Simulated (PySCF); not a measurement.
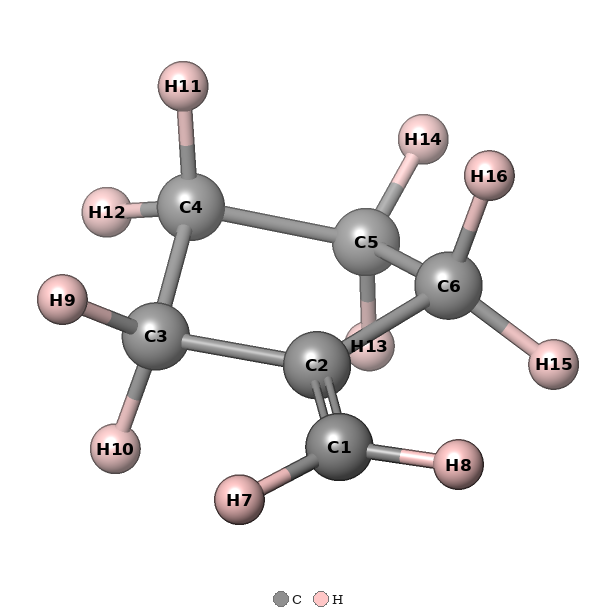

Depth is shown by fading: the farther an atom, the more it takes the colour of the background. The geometry was computed by an optimisation with GFN2-xTB. No frequency run is at hand to confirm it as a minimum.

Question: How is the 5-membered ring C2–C3–C4–C5–C6 puckered?

Answer: It is a twist (half-chair). The Cremer–Pople amplitude Q is 0.38 Å.

Question: Give the torsion angles round the ring, beginning with the bond from its second to its third atom.

Answer: 32°, −39°, 32°, −12°, −12°.
